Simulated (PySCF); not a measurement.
# UCISD/STO-3G run of AlCl2 (SMILES [Cl][Al][Cl])

Aim: the vertical ionisation energy of AlCl2 at UCISD/STO-3G, from 2 runs. Input form: a Python script.

The results are computed with PySCF 2.14.0.

7 further runs of the same task are left out: 7 set aside as unsound or not needed.

**1. Starting point**

The species is AlCl2 (3 atoms), meant as a doublet with charge 0. As SMILES, `[Cl][Al][Cl]`. The shape is that of a PBE0-D4/def2-TZVP optimisation.

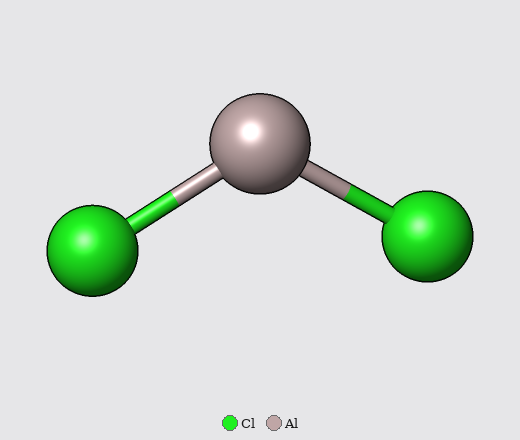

Viewed from a chosen angle; chlorine green, aluminium light grey.

**2. The energy at UCISD/STO-3G**

File start.xyz:

```xyz
3
AlCl2
Cl     1.374800     0.868300     0.838700
Al    -0.432100     0.520700    -0.177200
Cl    -0.953600    -1.453800    -0.674700
```

File calc.py:

```python
from pyscf import gto, scf, ci

mol = gto.Mole()
mol.atom = 'start.xyz'
mol.max_memory = 1860
mol.basis = 'sto-3g'
mol.spin = 1
mol.verbose = 4
mol.build()

mf = scf.UHF(mol)
mf.conv_tol = 1e-10
mf.kernel()
if not mf.converged:
    mf = mf.newton().run(mf.mo_coeff, mf.mo_occ)

cisd = ci.CISD(mf, frozen=15)
cisd.kernel()
e_final = cisd.e_tot
print('E = %.10f Eh' % e_final)
```

Command:

```console
$ OMP_NUM_THREADS=1 python calc.py
```

Log:

```text
PySCF version 2.14.0

[INPUT] num. atoms = 3
[INPUT] num. electrons = 47
[INPUT] charge = 0
[INPUT] spin (= nelec alpha-beta = 2S) = 1
[INPUT] symmetry False subgroup None
[INPUT] Mole.unit = angstrom
[INPUT] Symbol           X                Y                Z      unit          X                Y                Z       unit  Magmom
[INPUT]  1 Cl     1.374800000000   0.868300000000   0.838700000000 AA    2.597995476052   1.640849193960   1.584913300673 Bohr   0.0
[INPUT]  2 Al    -0.432100000000   0.520700000000  -0.177200000000 AA   -0.816550658425   0.983980393061  -0.334859469273 Bohr   0.0
[INPUT]  3 Cl    -0.953600000000  -1.453800000000  -0.674700000000 AA   -1.802042832385  -2.747283839893  -1.274998216244 Bohr   0.0

nuclear repulsion = 153.526194899035
number of shells = 15
number of NR pGTOs = 81
number of NR cGTOs = 27
basis = sto-3g
ecp = {}

[... 61 lines left out ...]
converged SCF energy = -1148.31165493528  <S^2> = 0.75364942  2S+1 = 2.0036461
[... 1 line left out ...]
******** <class 'pyscf.ci.ucisd.UCISD'> ********
CISD nocc = (np.int64(9), np.int64(8)), nmo = (12, 12)
frozen orbitals 15
max_cycle = 50
direct = 0
conv_tol = 1e-09
max_cycle = 50
max_space = 12
lindep = 0
nroots = 1
Init t2, MP2 energy = -0.0203490411839472
UCISD converged
E(UCISD) = -1148.338402671526  E_corr = -0.02674773624832865
E = -1148.3384026715 Eh
```

Wall time 0.56 s (1 thread of Arm Neoverse V2, shared host); peak memory 0.1 GiB.

**3. The singlet cation, same level**

File calc.py:

```python
from pyscf import gto, scf, ci

system = gto.Mole()
system.atom = '''
Cl     2.597995     1.640849     1.584913
Al    -0.816551     0.983980    -0.334859
Cl    -1.802043    -2.747284    -1.274998
'''
system.max_memory = 1860
system.charge = 1
system.spin = 0
system.unit = 'bohr'
system.verbose = 4
system.basis = 'sto-3g'
system.build()

myscf = scf.RHF(system)
myscf.conv_tol = 1e-10
myscf.kernel()
if not myscf.converged:
    myscf = myscf.newton().run(myscf.mo_coeff, myscf.mo_occ)

cisd = ci.CISD(myscf, frozen=15)
cisd.kernel()
e_final = cisd.e_tot
print('E(%s) = %.9f' % ('CISD', e_final))
```

Command:

```console
$ OMP_NUM_THREADS=1 python calc.py
```

Log:

```text
PySCF version 2.14.0

[INPUT] num. atoms = 3
[INPUT] num. electrons = 46
[INPUT] charge = 1
[INPUT] spin (= nelec alpha-beta = 2S) = 0
[INPUT] symmetry False subgroup None
[INPUT] Mole.unit = bohr
[INPUT] Symbol           X                Y                Z      unit          X                Y                Z       unit  Magmom
[INPUT]  1 Cl     1.374799748084   0.868299897361   0.838699840891 AA    2.597995000000   1.640849000000   1.584913000000 Bohr   0.0
[INPUT]  2 Al    -0.432100180754   0.520699792001  -0.177199751671 AA   -0.816551000000   0.983980000000  -0.334859000000 Bohr   0.0
[INPUT]  3 Cl    -0.953600088698  -1.453800084725  -0.674699885569 AA   -1.802043000000  -2.747284000000  -1.274998000000 Bohr   0.0

nuclear repulsion = 153.52620679534
number of shells = 15
number of NR pGTOs = 81
number of NR cGTOs = 27
basis = sto-3g
ecp = {}

******** <class 'pyscf.scf.hf.RHF'> ********
method = RHF
initial guess = minao
damping factor = 0
level_shift factor = 0
DIIS = <class 'pyscf.scf.diis.CDIIS'>
diis_start_cycle = 1
diis_space = 8
diis_damp = 0
SCF conv_tol = 1e-10
SCF conv_tol_grad = None
SCF max_cycles = 50
direct_scf = True
direct_scf_tol = 1e-13
Set gradient conv threshold to 1e-05
Initial guess from minao.
init E= -1147.52246326835
  HOMO = -0.527938457580013  LUMO = -0.134025483828381  gap/eV = 10.71892
cycle= 1 E= -1147.96558337782  delta_E= -0.443  |g|= 0.41  |ddm|= 2.29
  HOMO = -0.576601336528813  LUMO = -0.299048325367004  gap/eV = 7.55260
cycle= 2 E= -1148.05986345463  delta_E= -0.0943  |g|= 0.125  |ddm|= 1.26
  HOMO = -0.625541671634918  LUMO = -0.227463301967671  gap/eV = 10.83226
cycle= 3 E= -1148.06688164027  delta_E= -0.00702  |g|= 0.0158  |ddm|= 0.248
  HOMO = -0.627221303676919  LUMO = -0.221749017228971  gap/eV = 11.03346
cycle= 4 E= -1148.06710945793  delta_E= -0.000228  |g|= 0.00276  |ddm|= 0.058
  HOMO = -0.627187964924288  LUMO = -0.222717435189516  gap/eV = 11.00620
cycle= 5 E= -1148.06711780876  delta_E= -8.35e-06  |g|= 0.00063  |ddm|= 0.0109
  HOMO = -0.62725297708878  LUMO = -0.22257985744138  gap/eV = 11.01172
cycle= 6 E= -1148.06711841798  delta_E= -6.09e-07  |g|= 0.000226  |ddm|= 0.00304
  HOMO = -0.627308718384478  LUMO = -0.222544436980658  gap/eV = 11.01420
cycle= 7 E= -1148.06711850613  delta_E= -8.82e-08  |g|= 5.26e-05  |ddm|= 0.00139
  HOMO = -0.627310144486234  LUMO = -0.222536163690084  gap/eV = 11.01446
cycle= 8 E= -1148.06711851208  delta_E= -5.95e-09  |g|= 1.07e-05  |ddm|= 0.000382
  HOMO = -0.627309879435781  LUMO = -0.222535908103345  gap/eV = 11.01446
cycle= 9 E= -1148.06711851229  delta_E= -2.05e-10  |g|= 8.2e-07  |ddm|= 7.43e-05
  HOMO = -0.627309911671844  LUMO = -0.222535727271061  gap/eV = 11.01447
cycle= 10 E= -1148.06711851229  delta_E= -1.36e-12  |g|= 8.51e-08  |ddm|= 4.12e-06
  HOMO = -0.627309906675165  LUMO = -0.222535720696144  gap/eV = 11.01447
Extra cycle  E= -1148.06711851229  delta_E= 1.36e-12  |g|= 2.74e-08  |ddm|= 2.45e-07
converged SCF energy = -1148.06711851229

******** <class 'pyscf.ci.cisd.RCISD'> ********
CISD nocc = 8, nmo = 12
frozen orbitals 15
max_cycle = 50
direct = 0
conv_tol = 1e-09
max_cycle = 50
max_space = 12
lindep = 0
nroots = 1
Init t2, MP2 energy = -0.0414185346949772
RCISD converged
E(RCISD) = -1148.119646351428  E_corr = -0.05252783913983583
E(CISD) = -1148.119646351
```

It took 0.54 s on 1 thread of Arm Neoverse V2, shared host; peak memory 0.1 GiB.

**4. Summary of results**

Level: UCISD/STO-3G, 15 core orbitals frozen.

| quantity | value |
| --- | --- |
| doublet AlCl2: total energy | -1148.33840 Eh |
| doublet AlCl2: dipole moment (Hartree–Fock density) | 4.15 D |
| doublet AlCl2: HOMO energy (Hartree–Fock orbitals) (highest over α and β) | -7.07 eV |
| doublet AlCl2: LUMO energy (Hartree–Fock orbitals) (lowest over α and β) | 4.21 eV |
| doublet AlCl2: correlation energy (15 core orbitals frozen) | -26.7 mEh |
| doublet AlCl2: ⟨S²⟩ of the reference determinant | 0.754 |
| singlet cation: total energy | -1148.11965 Eh |
| singlet cation: HOMO energy (Hartree–Fock orbitals) | -17.07 eV |
| singlet cation: LUMO energy (Hartree–Fock orbitals) | -6.06 eV |
| singlet cation: HOMO–LUMO gap (Hartree–Fock orbitals) | 11.01 eV |
| singlet cation: correlation energy (15 core orbitals frozen) | -52.5 mEh |
| vertical ionisation energy (to the singlet cation) | 5.953 eV |

In words: Removing an electron at fixed nuclei costs 5.95 eV (137 kcal/mol). Only the singlet of the ionised species was computed; a triplet could lie lower. In a minimal basis such a difference can be off by several eV, whatever the method. Mulliken charges (doublet AlCl2) of the mean-field density run from -0.49 on Cl1 to +0.97 on Al2; they depend strongly on the basis.
